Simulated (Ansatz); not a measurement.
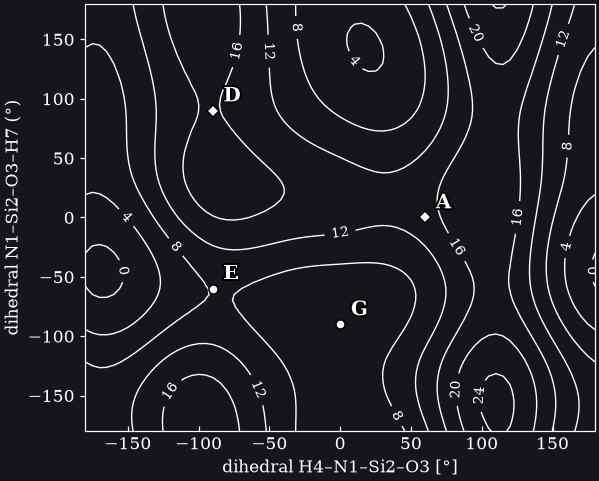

H₄NOSi, SMILES [NH][SiH2]O, spin multiplicity 2. 
- The first coordinate is: dihedral H4–N1–Si2–O3; the second: dihedral N1–Si2–O3–H7.
- Nothing is relaxed (all other coordinates rigid).
- Grid: 12 × 12 points.
- Points are written as (first, second).
- All energies are given in kJ/mol relative to the lowest grid point.
- Level of theory: UKS CAM-B3LYP-D4/def2-SVP in Ansatz 0.2.0.

In the figure: contour lines labelled in kJ/mol, lettered points. Between grid points the surface is interpolated.

Is G the lowest point of the computed grid?

No. G lies 5.0 kJ/mol above the lowest grid point, which is at (−180°, −30°). It is a local minimum.

What kind of point is each of D, E, G: minimum, saddle, maximum or slope?

D: saddle point; E: saddle point; G: minimum. (In these two coordinates alone; a stationary point may lie a little off the grid point.)
